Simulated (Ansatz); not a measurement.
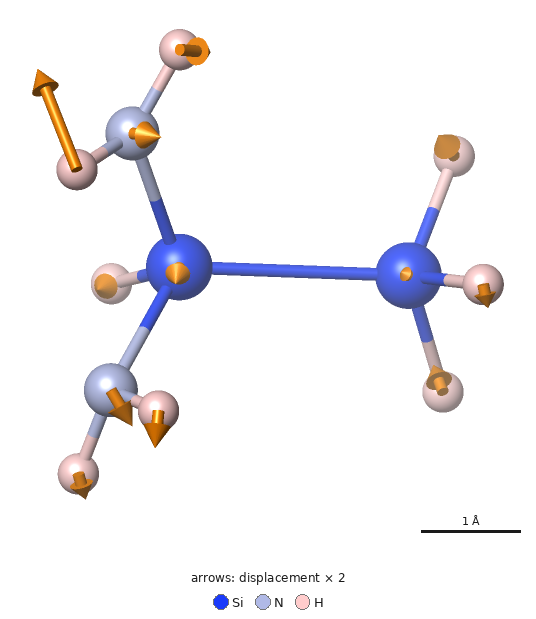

This is a relaxation of Si2N2H8. The starting structure is drawn; orange arrows show the displacements, magnified 2 times. The two geometries are superimposed by the best rigid fit.

The picture is a ball-and-stick view, seen at a tilt.

The run prepares an end point of a later path (reaction) calculation, from a guessed geometry.

The calculation used UHF/6-31G* (Ansatz 0.2.0).

Input
```yaml
crystal:
  periodic: [false, false, false]
  atoms:
    - { symbol: Si, position_ang: [-0.244942, 0.490467, -0.377659] }
    - { symbol: "N", position_ang: [0.788282, 1.592424, 0.566761] }
    - { symbol: "N", position_ang: [0.877666, 0.166072, -1.624985] }
    - { symbol: H, position_ang: [1.670261, 0.760333, -1.439969] }
    - { symbol: H, position_ang: [-1.423534, 1.295631, -0.761535] }
    - { symbol: Si, position_ang: [-1.022437, -1.457315, 0.704011] }
    - { symbol: H, position_ang: [0.351092, 2.326616, 1.086332] }
    - { symbol: H, position_ang: [1.523206, 1.19068, 1.11488] }
    - { symbol: H, position_ang: [1.075441, -0.677874, -2.112085] }
    - { symbol: H, position_ang: [-2.005511, -1.117255, 1.757971] }
    - { symbol: H, position_ang: [0.092588, -2.196149, 1.342037] }
    - { symbol: H, position_ang: [-1.681913, -2.37363, -0.255559] }
magnetization:
  spin_polarized: true
basis:
  gaussian: { orbitals: "6-31G*" }
hamiltonian:
  xc: hf
relax:
  f_tol: 0.03
  max_steps: 50
```

Command:
```bash
ansatz run input.yaml --threads 2 --pin off --max-ram 3072MiB --backend cpu --events-out ev --progress --plain --runs-dir out
```

Which element moves most?

Hydrogen: up to 0.60 Å, against 0.22 Å for nitrogen.

What did the optimiser do to the structure, and how much energy did it gain?

H4 moves most after the best rigid fit: 0.60 Å. By element the largest moves are H 0.60 Å, N 0.22 Å, Si 0.16 Å. Among the contacts that change: Si1–N2 1.782 → 1.722 Å, Si1–N3 1.709 → 1.723 Å, N3–H4 1.008 → 0.999 Å, Si1–H5 1.478 → 1.484 Å. Among the angles between lasting bonds that change: Si1–N3–H4 105.7° → 120.2°, N2–Si1–N3 97.1° → 107.6°, Si1–N3–H9 130.5° → 121.9°. Over 8 accepted moves (11 points after the start) the energy falls by 0.282 eV. The largest force component goes from 0.93 to 0.03 eV/Å. The line search rejected the trial steps at points 2, 5, 9 of the run. The run took 15 s on 2 threads of AMD EPYC 7B13 (Zen 3), with other jobs on the host, peak memory 0.22 GiB.
